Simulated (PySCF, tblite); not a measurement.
# C₄H₅S radical: geometry, infrared bands and EPR parameters

Aim: predict the infrared bands and EPR parameters of C₄H₅S radical (`C=C/C=C/[S]`).

Programs: tblite 0.8.0 and PySCF 2.14.0, with density-fitted response routines of our own. Each step states its level of theory. These are calculated values for one molecule in the gas phase, unless marked as measured. Atoms are numbered from 0 throughout.

### 1 Starting geometry

10 atoms, charge 0, multiplicity 2; geometry from: force field or distance geometry start.

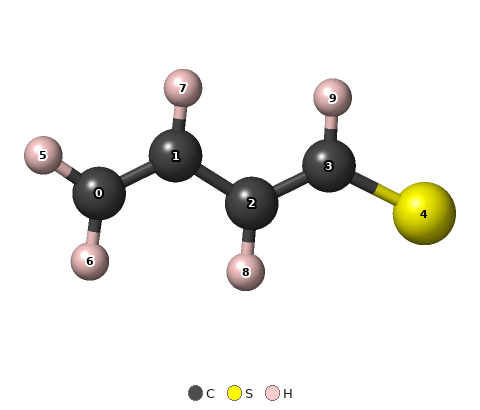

As it starts; carbon dark grey, sulfur yellow, hydrogen pink, atoms numbered.

### 2 Optimising the geometry with GFN2-xTB

The job: settings as JSON, then the geometry in Å.

```
{"job": {"kind": "relax", "xc": "GFN2-xTB", "basis": "xTB"}, "charge": 0, "multiplicity": 2}
C     -1.627600    -0.718400     0.635300
C     -0.756900    -0.127300    -0.190900
C      0.636800     0.092600     0.184100
C      1.520300     0.689100    -0.643000
S      3.188200     1.019000    -0.341200
H     -2.666800    -0.866300     0.317800
H     -1.352900    -1.048500     1.624500
H     -1.058100     0.199300    -1.165300
H      0.963500    -0.226900     1.167100
H      1.162500     0.992100    -1.610900
```

Command:

```console
OMP_NUM_THREADS=1 python probes_run.py task.json out
```

This one command runs all jobs of the session in turn.

Log:

```text
step      E/eV     max force
  0    -388.17868    1.351
  1    -388.21682    0.596
  2    -388.22605    0.305
  3    -388.23470    0.336
  4    -388.23757    0.160
  5    -388.23981    0.129
  6    -388.24114    0.100
  7    -388.24209    0.089
  8    -388.24257    0.083
  9    -388.24295    0.068
 10    -388.24325    0.051
 11    -388.24350    0.048
 12    -388.24370    0.050
 13    -388.24387    0.051
 14    -388.24404    0.040
 15    -388.24417    0.029
 16    -388.24426    0.037
 17    -388.24434    0.040
 18    -388.24445    0.041
 19    -388.24459    0.037
 20    -388.24472    0.035
 21    -388.24479    0.022
 22    -388.24482    0.016
 23    -388.24485    0.017
 24    -388.24489    0.020
 25    -388.24493    0.019
 26    -388.24495    0.018
 27    -388.24497    0.017
 28    -388.24498    0.016
 29    -388.24500    0.012
 30    -388.24501    0.007
```

Wall time 0.1 s (1 thread of Arm Neoverse V2, shared host).

Relaxation path:

| step | energy from step 0 (eV) | largest force (eV/Å) |
| --- | --- | --- |
| 0 | 0.0000 | 1.3511 |
| 1 | -0.0381 | 0.5964 |
| 2 | -0.0474 | 0.3054 |
| 3 | -0.0560 | 0.3365 |
| 4 | -0.0589 | 0.1603 |
| 5 | -0.0611 | 0.1286 |
| 6 | -0.0625 | 0.0999 |
| 7 | -0.0634 | 0.0894 |
| 8 | -0.0639 | 0.0832 |
| 9 | -0.0643 | 0.0679 |
| 10 | -0.0646 | 0.0510 |
| 11 | -0.0648 | 0.0480 |
| 12 | -0.0650 | 0.0504 |
| 13 | -0.0652 | 0.0508 |
| 14 | -0.0654 | 0.0404 |
| 15 | -0.0655 | 0.0289 |
| 16 | -0.0656 | 0.0365 |
| 17 | -0.0657 | 0.0405 |
| 18 | -0.0658 | 0.0405 |
| 19 | -0.0659 | 0.0372 |
| 20 | -0.0660 | 0.0349 |
| 21 | -0.0661 | 0.0222 |
| 22 | -0.0661 | 0.0162 |
| 23 | -0.0662 | 0.0170 |
| 24 | -0.0662 | 0.0199 |
| 25 | -0.0663 | 0.0191 |
| 26 | -0.0663 | 0.0181 |
| 27 | -0.0663 | 0.0168 |
| 28 | -0.0663 | 0.0158 |
| 29 | -0.0663 | 0.0116 |
| 30 | -0.0663 | 0.0066 |

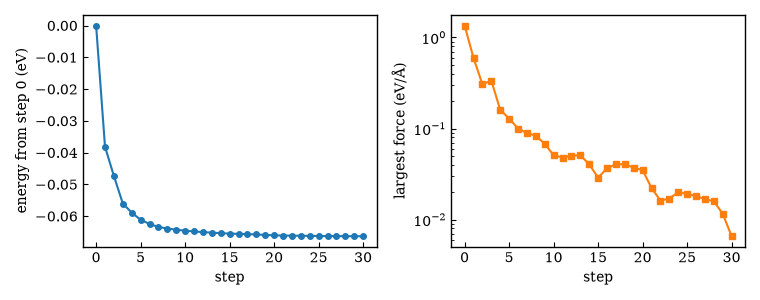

Energy and force, step by step.

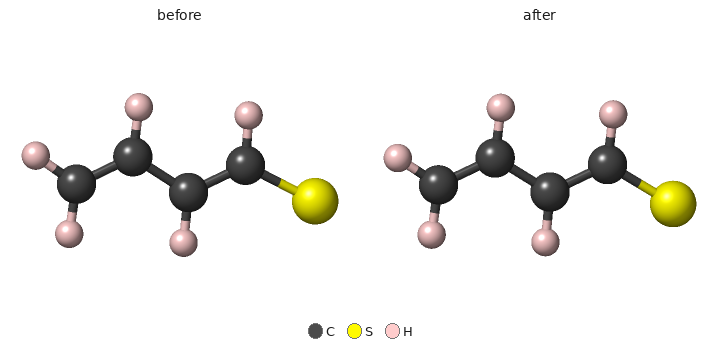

Before and after, at one scale.

Distances of close pairs at the start and the end, largest changes first:

| bond | before (Å) | after (Å) | change (Å) |
| --- | --- | --- | --- |
| C3–S4 | 1.727 | 1.688 | -0.039 |
| C1–C2 | 1.460 | 1.424 | -0.035 |
| C0–H5 | 1.097 | 1.076 | -0.021 |
| C2–C3 | 1.349 | 1.361 | +0.012 |
| C1–H7 | 1.071 | 1.083 | +0.012 |
| C3–H9 | 1.075 | 1.084 | +0.008 |
| C2–H8 | 1.084 | 1.082 | -0.003 |
| C0–C1 | 1.338 | 1.340 | +0.002 |

The end geometry stands in the next job.

### 3 Infrared spectrum with GFN2-xTB

The job: settings as JSON, then the geometry in Å.

```
{"job": {"kind": "ir", "xc": "GFN2-xTB", "basis": "xTB"}, "charge": 0, "multiplicity": 2}
C     -1.624618    -0.715097     0.639819
C     -0.742300    -0.128544    -0.181123
C      0.620199     0.099373     0.166296
C      1.513451     0.695946    -0.669868
S      3.131606     0.975970    -0.278257
H     -2.648785    -0.875338     0.351891
H     -1.339156    -1.048715     1.623657
H     -1.054867     0.197566    -1.165156
H      0.952443    -0.219395     1.144906
H      1.200910     1.022888    -1.654693
```

Log:

```text
mode    cm-1     km/mol
  1     131.6      0.00
  2     170.7      1.03
  3     221.7      1.51
  4     385.0      0.83
  5     451.1      0.73
  6     583.1      1.11
  7     770.8      0.06
  8     869.6     19.69
  9     885.0      1.02
 10     899.3      0.69
 11     958.8      0.57
 12    1005.6     27.92
 13    1165.4      0.07
 14    1209.1      1.22
 15    1259.0      4.17
 16    1282.2      6.81
 17    1394.0      0.58
 18    1463.4     18.17
 19    1594.6     14.95
 20    3018.3      8.55
 21    3055.4     14.44
 22    3077.1     27.73
 23    3105.9      9.74
 24    3140.7     28.36
```

It took 0.15 s on 1 thread of Arm Neoverse V2, shared host.

The strongest bands and the atoms that carry them (share of the mass-weighted mode):

| cm⁻¹ | km/mol | atoms |
| --- | --- | --- |
| 870 | 19.7 | H5 42 %, C0 20 %, H6 12 % |
| 1006 | 27.9 | H7 54 %, H6 22 %, H8 11 % |
| 1463 | 18.2 | C2 56 %, C3 25 % |
| 1595 | 14.9 | C1 45 %, C0 41 % |
| 3055 | 14.4 | H7 85 % |
| 3077 | 27.7 | H8 85 % |
| 3106 | 9.7 | H6 68 %, H5 27 % |
| 3141 | 28.4 | H5 65 %, H6 24 % |

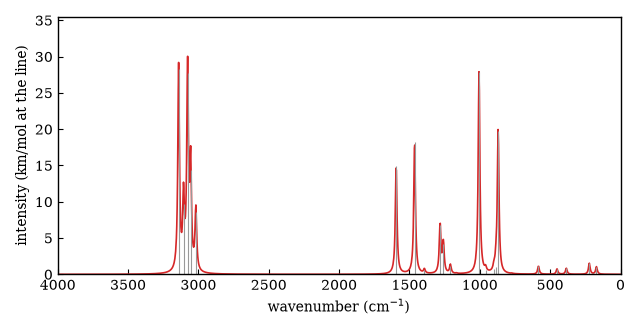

The infrared spectrum from these modes, unscaled. Lines are broadened to a width of 14 cm⁻¹ (Lorentzian).

### 4 g tensor and hyperfine couplings: B3LYP/pcH-1

Same as in step 3 but for these lines:

```diff
@@ -1,2 +1,2 @@
-{"job": {"kind": "ir", "xc": "GFN2-xTB", "basis": "xTB"}, "charge": 0, "multiplicity": 2}
+{"job": {"kind": "epr", "basis": "pcH-1"}, "charge": 0, "multiplicity": 2}
 C     -1.624618    -0.715097     0.639819
```

Level: UKS B3LYP, pcH-1 on C H S, non-relativistic, mean-field spin-orbit, GIAO.

Log:

```text
UKS, coarse grid
  cycle   1  E = -553.55266793  |g| = 2.14e-01
  cycle   2  E = -553.55436011  |g| = 2.09e-01
  cycle   3  E = -553.57920884  |g| = 8.95e-02
  cycle   4  E = -553.58299547  |g| = 3.65e-02
  cycle   5  E = -553.58389488  |g| = 8.95e-03
  cycle   6  E = -553.58399219  |g| = 7.75e-03
  cycle   7  E = -553.58404465  |g| = 2.93e-03
  cycle   8  E = -553.58405691  |g| = 1.29e-03
  cycle   9  E = -553.58405777  |g| = 3.94e-04
UKS, final grid
  cycle   1  E = -553.58408875  |g| = 5.31e-04
  cycle   2  E = -553.58408852  |g| = 9.28e-04
  cycle   3  E = -553.58408898  |g| = 9.47e-05
  cycle   4  E = -553.58408900  |g| = 9.42e-05
  cycle   5  E = -553.58408902  |g| = 3.47e-05
  cycle   6  E = -553.58408902  |g| = 9.88e-06
E = -553.58408902 Eh   <S^2> = 0.7849 (exact 0.7500)
g shifts (ppm)      1          2          3
  rmc          -193       -193       -193
  gc             -9         41         41
  oz_so          79       9306     108425
  total        -123       9154     108273
hyperfine (MHz)  atom isotope    a_iso     a_fc   dipolar eigenvalues
    0   13C      28.29      28.29    -27.18    -25.97     53.15
    1   13C     -28.79     -28.79    -19.21      7.91     11.30
    2   13C      34.02      34.02    -31.68    -31.08     62.75
    3   13C     -30.76     -30.76    -18.27      7.35     10.92
    4   33S      12.73      12.73    -56.47    -55.54    112.01
    5    1H     -22.37     -22.37    -13.13     -0.51     13.64
    6    1H     -21.23     -21.23    -10.62     -1.29     11.91
    7    1H       7.89       7.89     -2.97     -1.70      4.67
    8    1H     -24.60     -24.60    -10.46     -2.63     13.08
    9    1H       6.18       6.18     -3.46     -1.14      4.60
```

Run time: 19 s. Hardware: 1 thread of Arm Neoverse V2, shared host; peak memory 0.7 GiB.

Principal g values 2.00220, 2.01147, 2.11059; g(iso) = 2.04142, against 2.00232 for a free electron. They are not to be trusted: the run shows a large g shift, which the driver flags as unsure.

Hyperfine couplings, nucleus by nucleus at this fixed geometry (no averaging over rotations):

| nuclei | isotope | a(iso) (MHz) | a(iso) (G, at g = 2.0023) | largest dipolar term (MHz) |
| --- | --- | --- | --- | --- |
| C2 | 13C | 34.0 | 12.1 | 62.8 |
| C3 | 13C | -30.8 | -11.0 | -18.3 |
| C1 | 13C | -28.8 | -10.3 | -19.2 |
| C0 | 13C | 28.3 | 10.1 | 53.2 |
| H8 | 1H | -24.6 | -8.8 | 13.1 |
| H5 | 1H | -22.4 | -8.0 | 13.6 |
| H6 | 1H | -21.2 | -7.6 | 11.9 |
| S4 | 33S | 12.7 | 4.5 | 112.0 |
| H7 | 1H | 7.9 | 2.8 | 4.7 |
| H9 | 1H | 6.2 | 2.2 | 4.6 |

Mulliken spin populations:

| atom | value (e) |
| --- | --- |
| C0 | 0.36 |
| C1 | -0.17 |
| C2 | 0.40 |
| C3 | -0.17 |
| S4 | 0.62 |
| H5 | -0.02 |
| H6 | -0.01 |
| H7 | 0.01 |
| H8 | -0.02 |
| H9 | 0.00 |

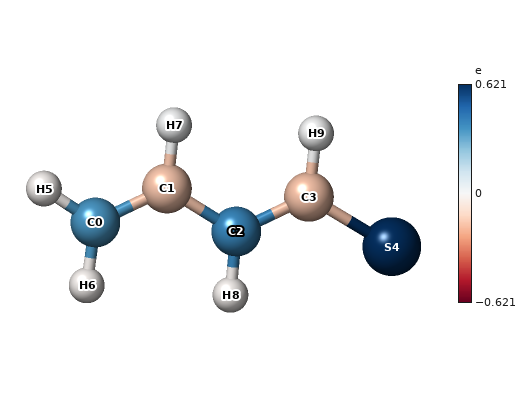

Mulliken spin populations, as colours on the atoms.

Orbitals, density, ELF and potential are computed afterwards from the orbital file.

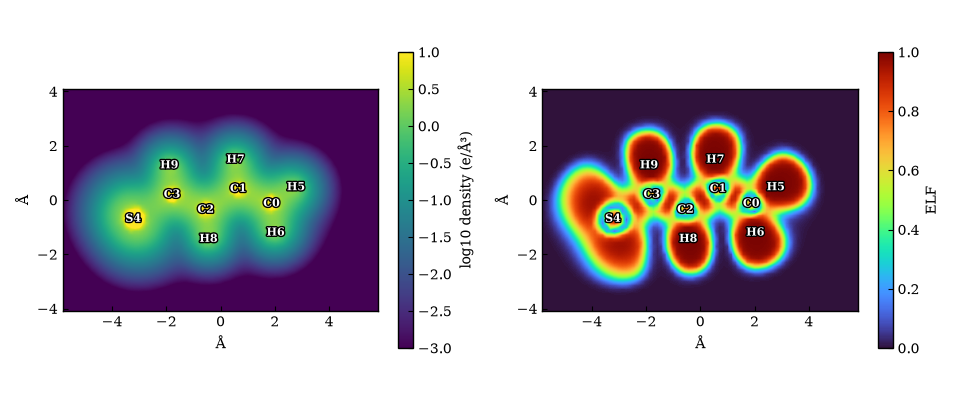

Density (left) and ELF (right) in a plane through or near 10 of the atoms.

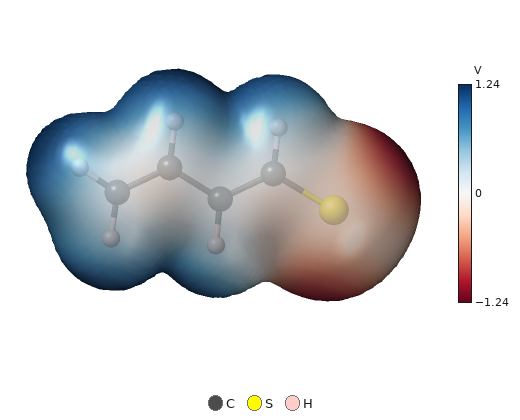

The potential that a unit positive charge feels on the 0.002 e/bohr³ surface, from -1.12 V near S4 to 1.24 V near H5.

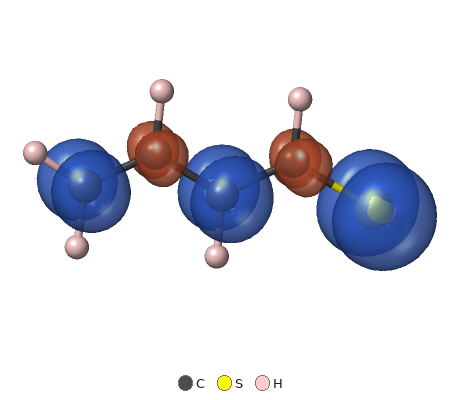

Spin density at ±0.03 e/Å³ (alpha excess blue, beta excess red).

### 5 Results

| quantity | value |
| --- | --- |
| strongest single infrared mode (GFN2-xTB) | 3141 cm⁻¹, 28 km/mol |
| zero-point energy (GFN2-xTB) | 45.9 kcal/mol |
| g(iso) (B3LYP) | 2.04142 |
| ⟨S²⟩ | 0.785 (exact 0.75) |
| largest a(iso) | 13C on C2, 34.0 MHz |
| surface potential, least and greatest | -1.12 V and 1.24 V |
| property runs in this session | 1, of which 0 failed and 1 gave unsound results |

The optimisation took 30 steps and gained 0.066 eV; among the close pairs (by a distance rule), C3–S4 changed most, from 1.727 to 1.688 Å. All 24 modes are real, so the xTB geometry is a minimum. The strongest single mode, at 3141 cm⁻¹, moves mainly H5. GFN2-xTB is a fitted tight-binding method: band positions and strengths are rough. Its intensities can rank the bands wrongly. The largest share of the spin, 0.62 e, sits on S4. The isotropic g lies 39.1 ppt above the free-electron value. These values are not to be trusted: the run shows a large g shift, which the driver flags as unsure.
